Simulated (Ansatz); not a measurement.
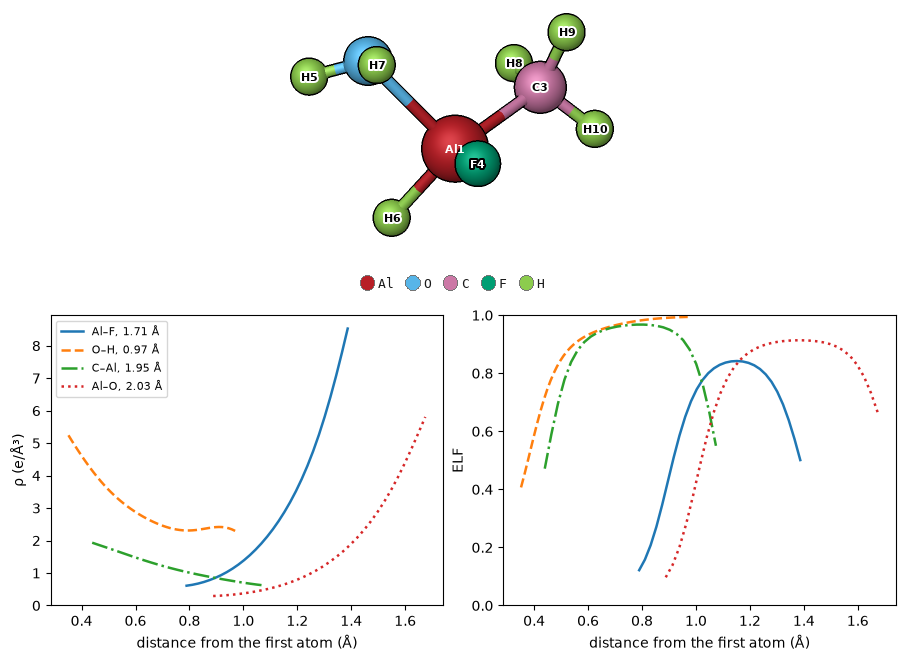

*CH₆AlFO. Total electron density and ELF along straight lines between neighbouring atoms. The curves leave out the atomic cores. The structure is drawn too.*

All numbers below come from RKS B3LYP-D4/def2-SVP (Ansatz 0.2.0).

```csv
atom,x (Å),y (Å),z (Å)
Al,-0.2534,0.1717,-0.6374
O,0.9261,1.4045,0.4612
C,-0.3643,-1.5160,0.3388
F,-1.5112,1.2932,-0.3670
H,1.6376,1.8348,-0.0372
H,0.4695,0.3285,-2.0493
H,0.2723,2.0977,0.6707
H,0.6034,-2.0494,0.3593
H,-0.6836,-1.3620,1.3851
H,-1.0960,-2.2030,-0.1243
```

Question: What can be read from the curves?

Answer: Al–F (1.71 Å): ρ at the midpoint is about 0.72 e/Å³; the ELF peaks at about 0.85 in the valence shell of F, 0.6 Å from its nucleus, and is about 0.25 at the midpoint.
O–H (0.97 Å): the density is about 3.7 e/Å³ at the midpoint; the ELF climbs to about 1 towards the hydrogen, as it does in any bond to H (an ordinary covalent bond to hydrogen).
C–Al (1.95 Å): ρ at the midpoint is about 0.73 e/Å³; the ELF peaks at about 0.95 between the atoms, as expected for a polar covalent bond.
Al–O (2.03 Å): ρ at the midpoint is about 0.39 e/Å³; the ELF peaks at about 0.90 in the valence shell of O, 0.6 Å from its nucleus, and is about 0.50 at the midpoint.
